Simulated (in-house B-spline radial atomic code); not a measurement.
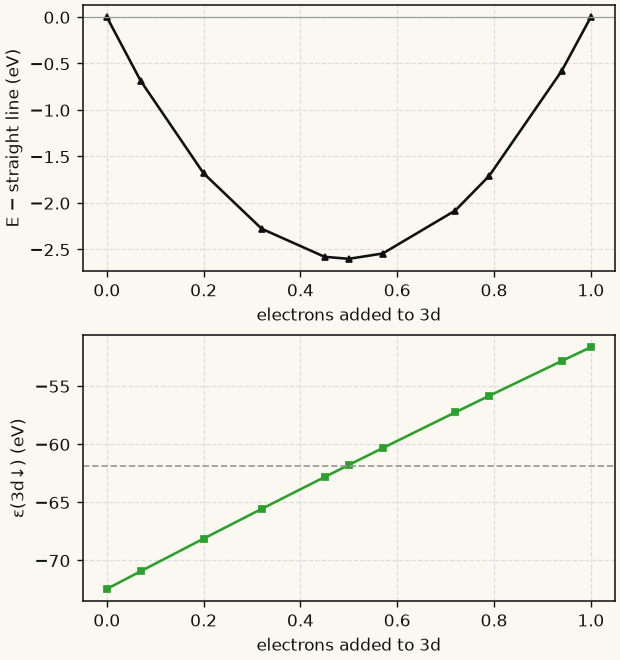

Method: scalar-relativistic (spin-free one-electron X2C) B97-1, spin-polarised, spherical fractional occupations, Fermi nucleus, basis-set limit; computed with an in-house B-spline radial code. The occupation of the 3d shell is varied from Zn⁴⁺ ([Ar] 3d8 (high spin)) to Zn³⁺ ([Ar] 3d9 (high spin)), with spherical fractional occupations. The plot shows the total energy less the straight line between the end points, and the eigenvalue of 3d↓ (the dashed line is minus the energy to take the whole electron out).

Question: Describe the curve.

Answer: The curve is convex (below the straight line), with the largest deviation among the points computed, −2.60 eV, at 0.5. The end points differ by 61.9 eV, the energy to take the electron out. The eigenvalue, which is the slope of the energy (Janak's theorem), moves from −72.5 eV at 0 to −51.7 eV at 1; for a straight line it would stay constant, and a parabola would sag by an eighth of this change, scaled to a whole electron, 2.60 eV. Convexity is the mark of the delocalisation error, which puts fractional charges too low; for p, d and f shells the spherical spreading of the fraction adds to it. Exact exchange at spherical fractional occupations leaves self-interaction in partly filled shells, which adds to the curvature.
